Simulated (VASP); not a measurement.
Band structure of Os (hcp). Computed with r2SCAN meta-GGA with spin-orbit coupling, VASP's PBE PAW potentials (set 64) (plane waves; VASP).

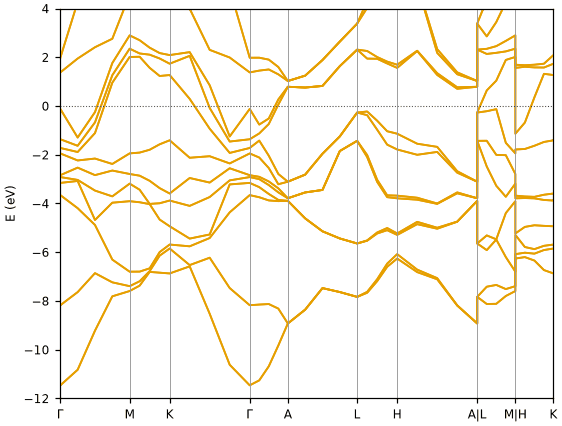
Fig. 1. Bands along high-symmetry lines, zero at the valence-band maximum or, without a gap, the Fermi level

Read the plot: is there a gap, and where are the band edges?

It has no gap at this level: it comes out as a metal or semimetal.

The compound is Os in the hcp structure. It was relaxed first.
